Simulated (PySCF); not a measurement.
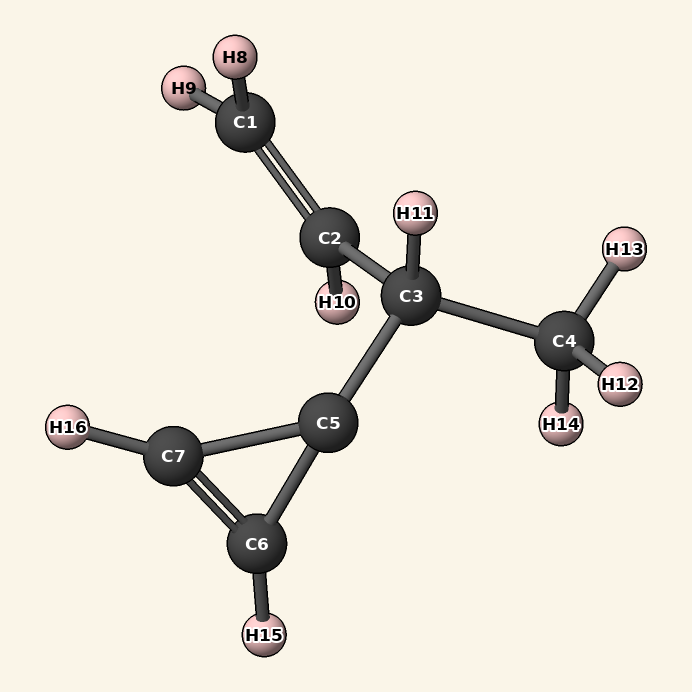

The questions are on Mulliken spin populations. Charge 0, doublet. The computed structure is the end point of a GFN2-xTB optimisation. No frequency run is at hand to confirm it as a minimum. Properties computed with UKS B3LYP, pcH-1 on C H, non-relativistic (PySCF 2.14.0).

List the Mulliken spin populations.

```csv
atom,value (e)
C1,0.05
C2,0.01
C3,−0.01
C4,0.00
C5,0.79
C6,0.06
C7,0.11
H8,0.00
H9,0.00
H10,0.00
H11,0.00
H12,0.01
H13,0.00
H14,0.00
H15,−0.01
H16,−0.01
```

Mulliken values depend strongly on the basis set.
